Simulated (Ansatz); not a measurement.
# COF2 (carbonyl fluoride): wB97X/STO-3G

What is the vertical singlet–triplet gap of COF2 (carbonyl fluoride) at wB97X/STO-3G? 

The results are computed with Ansatz 0.2.0.

### 1 Starting point

COF2 has 4 atoms, charge 0, and is taken as a singlet. SMILES: `O=C(F)F`. The shape is that of a GFN2-xTB optimisation.

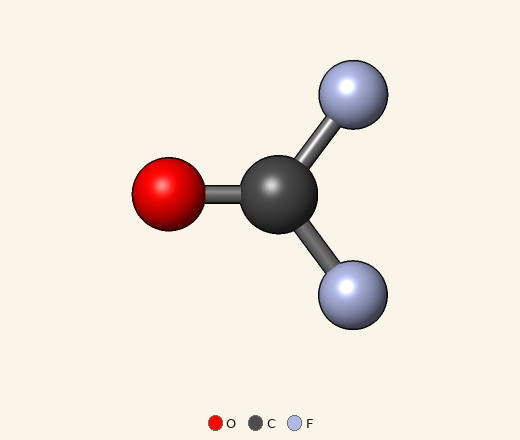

Viewed from a chosen angle; oxygen red, carbon dark grey, fluorine light blue.

### 2 The energy at wB97X/STO-3G

input.yaml

```yaml
crystal:
  periodic: [false, false, false]
  atoms:
    - {symbol: O, position_ang: [-1.243810, -0.157330, 0.153910]}
    - {symbol: C, position_ang: [-0.102510, -0.013170, 0.012900]}
    - {symbol: F, position_ang: [0.851050, -0.823360, 0.422470]}
    - {symbol: F, position_ang: [0.495270, 0.993860, -0.589280]}
basis:
  gaussian: {orbitals: STO-3G}
hamiltonian: {xc: {name: wB97X}}
accuracy: high
```

Command:

```bash
$ ansatz run input.yaml --threads 1 --pin off --max-ram 2610MiB --events-out events.jsonl --progress --plain --runs-dir runs
```

Log:

```text
Warning: RAYON_NUM_THREADS=1 ignored (pool sized by the plan → 1); use --threads N
Functional definition: wB97X
  name "wB97X"
  parameter omega = 0.3/bohr
  parameter cx = 0.157706
  parameter cx1 = 0.726479
  parameter cx2 = 1.04760
  parameter cx3 = -5.70635
  parameter cx4 = 13.2794
  parameter css1 = -4.33879
  parameter css2 = 18.2308
  parameter css3 = -31.7430
  parameter css4 = 17.2901
  parameter cos1 = 2.37031
  parameter cos2 = -11.3995
  parameter cos3 = 6.58405
  parameter cos4 = -3.78132
  exchange = spin_sum(e_x_unif_sr(omega)*poly(b97_u_x, 1 - cx, cx1, cx2, cx3, cx4)) + cx*exact_x_sr(omega)
      + exact_x_lr(omega)
  correlation = spin_sum(e_c_pw_same_spin*poly(b97_u_same, 1, css1, css2, css3, css4))
      + integral(e_c_pw_opposite_spin*poly(b97_u_opposite, 1, cos1, cos2, cos3, cos4))
368 factors; integrals over basis functions are off by at most 3.2e-8 eV
139 factors; integrals over basis functions are off by at most 4.9e-10 eV
mean field evaluation 1: about -8390.6095 eV, gradient 4.1e1 eV
mean field evaluation 2: about -8391.5918 eV, gradient 4.4e1 eV
mean field evaluation 4: about -8395.8057 eV, gradient 1.3e0 eV
mean field evaluation 8: about -8395.7956 eV, gradient 8.5e-3 eV
mean field evaluation 16: about -8395.7956 eV, gradient 1.9e-7 eV
mean field -8395.79563681 eV, -308.5397987781 hartree, gradient 5.5e-8 eV, S^2 0.000000; 0 other end points of the search recorded, 0 dependent functions left out
reference -8395.79563614 eV, -308.5397987536 hartree; 16, 16 occupied and 4, 4 virtual orbitals, 368 factors
Total energy: -8395.79563614 eV, -308.5397987536 hartree
```

It took 3.3 s on 1 thread of Intel Xeon Platinum 8375C at 2.90GHz (Ice Lake), shared host; peak memory 0.23 GiB.

### 3 The triplet, same level

in.yaml

```yaml
crystal:
  periodic: [false, false, false]
  atoms:
    - {symbol: O, position_ang: [-1.243810, -0.157330, 0.153910]}
    - {symbol: C, position_ang: [-0.102510, -0.013170, 0.012900]}
    - {symbol: F, position_ang: [0.851050, -0.823360, 0.422470]}
    - {symbol: F, position_ang: [0.495270, 0.993860, -0.589280]}
basis:
  gaussian: {orbitals: STO-3G}
hamiltonian: {xc: {name: wB97X}}
accuracy: high
magnetization: {spin_polarized: true, initial_magnetization: 2}
```

Command:

```bash
$ ansatz run in.yaml --threads 1 --pin off --max-ram 2610MiB --events-out events.jsonl --progress --plain --runs-dir runs
```

Log (excerpt; [...] marks lines left out):

```text
Warning: RAYON_NUM_THREADS=1 ignored (pool sized by the plan → 1); use --threads N
[... 2 set-up lines as earlier in the session ...]
[...]
      + exact_x_lr(omega)
[...]
      + integral(e_c_pw_opposite_spin*poly(b97_u_opposite, 1, cos1, cos2, cos3, cos4))
368 factors; integrals over basis functions are off by at most 3.2e-8 eV
139 factors; integrals over basis functions are off by at most 4.9e-10 eV
[...]
mean field -8389.50012046 eV, -308.3084428194 hartree, gradient 3.1e-8 eV, S^2 2.001978; 2 other end points of the search recorded, 0 dependent functions left out
reference -8389.50011984 eV, -308.3084427968 hartree; 17, 15 occupied and 3, 5 virtual orbitals, 368 factors
Total energy: -8389.50011984 eV, -308.3084427968 hartree
```

Run time: 11 s. Hardware: 1 thread of Intel Xeon Platinum 8375C at 2.90GHz (Ice Lake), shared host; peak memory 0.38 GiB.

### 4 Summary of results

At wB97X/STO-3G:

| quantity | value |
| --- | --- |
| singlet: total energy | -308.53980 Eh |
| triplet: total energy | -308.30844 Eh |
| triplet: ⟨S²⟩ | 2.002 |
| vertical energy of the triplet above the singlet | 6.296 eV |

At this shape the triplet lies 6.30 eV (607 kJ/mol) above the singlet. In a minimal basis such a difference can be off by several eV, whatever the method.
